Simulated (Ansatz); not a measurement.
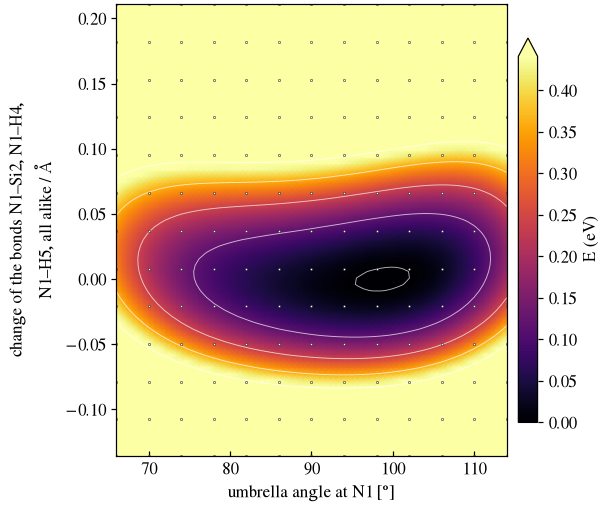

ClH4NSi, SMILES N[SiH2]Cl. 
- First axis: umbrella angle at N1 (between each of its bonds and their common axis; 90 is planar). Second axis: change of the bonds N1–Si2, N1–H4, N1–H5, all alike.
- Nothing is relaxed (all other coordinates rigid).
- The scan uses a 13 × 13 grid.
- Points are written as (first, second).
- All energies are given in eV relative to the lowest grid point.
- These are results of RKS B3LYP-D4/def2-TZVP in Ansatz, not measurements.

Drawn: a smooth colour map with a few white contour lines, dots at the grid points, one colour for all values above the top of the scale. Between grid points the surface is interpolated.

> Estimate the position of the minimum and the force constants in these coordinates.

The interpolated minimum is at the first coordinate ≈ 99.0°, the second coordinate ≈ 0.000 Å. The curvatures there are about 3 eV/rad² and 121 eV/Å², with a cross term of about −5.2 eV/(rad·Å). Round the minimum the valley is somewhat tilted: raising the first coordinate shifts the best value of the second coordinate upwards (coupling k₁₂/√(k₁₁k₂₂) about −0.3).
